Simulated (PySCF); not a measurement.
SMILES [SiH3]c1ccccc1-c1ccco1, GFN2-xTB optimised geometry. Atoms within 1.6 Å of the plane z = 0.6 Å (x, y, z in Å): Si1 (-2.07, -1.05, 0.00), C2 (-1.03, 0.52, 0.00), C3 (-1.67, 1.76, 0.00), C4 (-0.98, 2.95, 0.00), C5 (0.41, 2.94, 0.00), C6 (1.08, 1.73, 0.00), C7 (0.37, 0.52, 0.00), C8 (1.11, -0.72, 0.00), C9 (2.45, -1.01, -0.01), C10 (2.56, -2.42, 0.00), C11 (1.29, -2.89, 0.01), O12 (0.41, -1.88, 0.01), H13 (-3.47, -0.59, -0.01), H15 (-1.87, -1.83, 1.22), H16 (-2.75, 1.78, 0.00), H17 (-1.51, 3.89, 0.00), H18 (0.96, 3.86, 0.00), H19 (2.16, 1.72, 0.00), H20 (3.26, -0.31, -0.02), H21 (3.47, -2.99, 0.00), H22 (0.89, -3.89, 0.02).

Level of theory: PySCF with CAM-B3LYP/def2-SVP.

Map of the deformation density (molecule minus spherical neutral atoms) (e/bohr³) on the plane z = 0.6 Å:

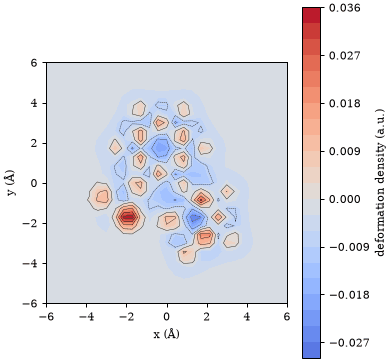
Figure: Deformation density (molecule minus spherical neutral atoms) (e/bohr³) on the plane z = 0.6 Å.
